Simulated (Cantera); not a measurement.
Input: 1 mol HMDSO, 0.17 mol CO2, 42 mol H2, held at 10.0 mbar.

Cantera equilibrium calculation (NASA polynomials, part measured and part estimated; ideal gas, pure solids and liquids). Candidate condensed phases: C, C6H6, C7H8, C8H18, H2O, Si, SiC, SiO2; 123 gas species. The feed counts by its element totals alone. Mutual solubility and eutectic melting of coexisting phases are not modelled. The tables hold silica as quartz up to 1696 K and as liquid above; real silica turns to tridymite and cristobalite and melts near 1996 K. The numbers say what is thermodynamically allowed, not how fast it happens.

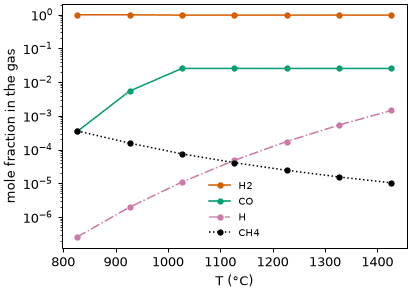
Figure: Equilibrium gas composition (values under 1e-9 drawn at 1e-9)

From 827 °C to 927 °C the condensed part is C(graphite) + SiC(s) + SiO2(β-quartz). From 1027 °C to 1427 °C the condensed part is C(graphite) + SiC(s). The main Si-bearing gas is SiO throughout.
